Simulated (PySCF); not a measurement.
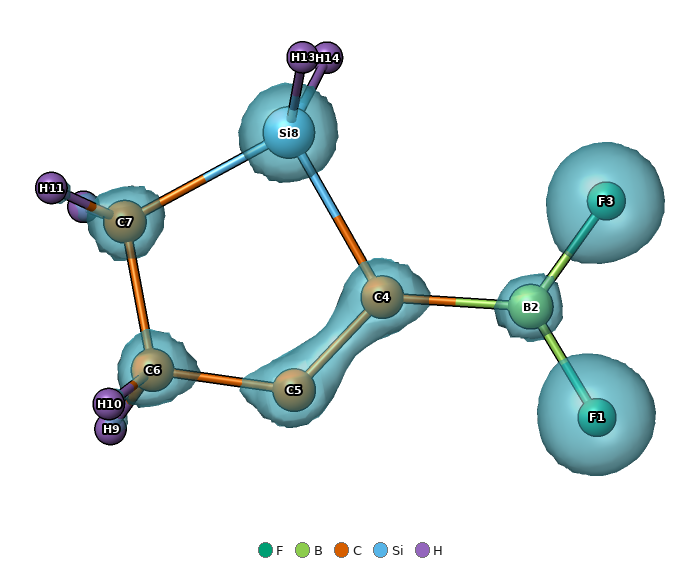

C4H6BF2Si (doublet). Isosurface of the electron density at 2 e/Å³ (cyan), seen across its widest extent.

Geometry: GFN2-xTB.

Computed with PySCF, UKS B3LYP, pcH-1 on B C F H Si, non-relativistic, mean-field spin-orbit, GIAO.

```xyz
14

F     2.8879   -2.0770    0.4825
B     2.4191   -0.8751    0.1888
F     3.3713    0.0224   -0.0417
C     0.9408   -0.5140    0.1191
C    -0.1150   -1.2609    0.3276
C    -1.5037   -0.8049    0.2620
C    -1.5244    0.6697   -0.2414
Si    0.2958    1.2662   -0.2988
H    -2.0865   -1.4558   -0.3931
H    -1.9432   -0.8795    1.2594
H    -2.1535    1.2769    0.4068
H    -1.9791    0.7104   -1.2306
H     0.6535    2.2131    0.7587
H     0.7365    1.7081   -1.6213
```

### How is the density connected at this value?

At this value the surface falls into 13 separate pieces. It bridges the sampled C–C (1.31 Å) contacts, where the density stays above the isovalue. It is pinched off along the sampled B–F (1.32 Å), C–B (1.52 Å) and C–Si (1.92 Å) contacts. On the grid the lowest density along these lines, outside the cores, is 2.4 e/Å³ (C–C, 1.31 Å), 1.5 e/Å³ (B–F, 1.32 Å), 1.4 e/Å³ (C–B, 1.52 Å) and 0.76 e/Å³ (C–Si, 1.92 Å).
